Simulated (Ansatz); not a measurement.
Frozen-phonon scan for AlN (wurtzite)

Relaxed AlN (wurtzite):

```
CELL_PARAMETERS angstrom
      6.26060     0.00000     0.00000
     -1.56515     2.71092     0.00000
      0.00000     0.00000     5.01801
ATOMIC_POSITIONS crystal
  Al 0.33333 0.33333 0.00337
  Al 0.83333 0.33333 0.00337
  Al 0.16667 0.66667 0.50337
  Al 0.66667 0.66667 0.50337
  N  0.33333 0.33333 0.62183
  N  0.83333 0.33333 0.62183
  N  0.16667 0.66667 0.12183
  N  0.66667 0.66667 0.12183
```

A phonon eigenvector at M = (0.5, 0.0, 0.0) is frozen into this cell: atom i moves by Q times the vector below, so Q is the largest atomic displacement, in Å. The cell is held. (q is in reciprocal vectors of the primitive cell; the cell shown is doubled to hold the pattern.)

| atom | x | y | z |
|---|---|---|---|
| Al1 | 0.852 | 0.492 | 0.182 |
| Al2 | -0.852 | -0.492 | -0.182 |
| Al3 | -0.852 | -0.492 | 0.182 |
| Al4 | 0.852 | 0.492 | -0.182 |
| N5 | 0.520 | 0.300 | -0.535 |
| N6 | -0.520 | -0.300 | 0.535 |
| N7 | -0.520 | -0.300 | -0.535 |
| N8 | 0.520 | 0.300 | 0.535 |

Level of theory: PBE (plane waves to 420 eV, PAW, scalar-relativistic; Ansatz, an electronic-structure program). k mesh 6×12×7 (Γ-centred), Fermi-Dirac smearing 0.05 eV. E stands for the smeared free energy. AlN was relaxed with its symmetry unable to fall. The zero of ΔE is the undisplaced structure.

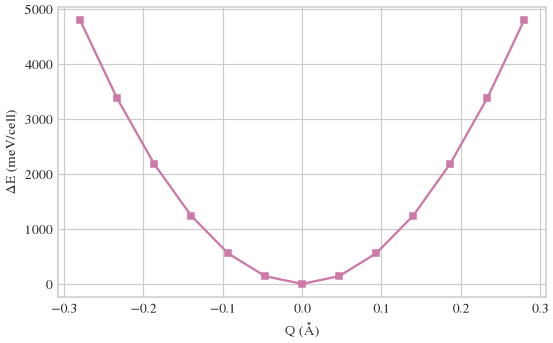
Figure: ΔE (meV/cell) against Q (Å); one marker a computed point.

Symmetry of the curve: even: the same for both signs. Wavenumber by perturbation theory (DFPT, on another k mesh): 491 cm⁻¹. Space group of the distorted cell: Pmn2_1 (No. 31), lowered from P6_3mc. Shape of the curve: a single well with its minimum at or next to zero displacement. Harmonic wavenumber from the curvature (finite differences): 491 cm⁻¹.

E″ = 128.05 eV/Å², M = Σ mᵢ|uᵢ|² = 144.2 u, ν̃ = 521.5·√(|E″|/M).

(A displaced cell: forces are minus the slopes of the energy, force constants its curvatures, and phonons follow from these.)
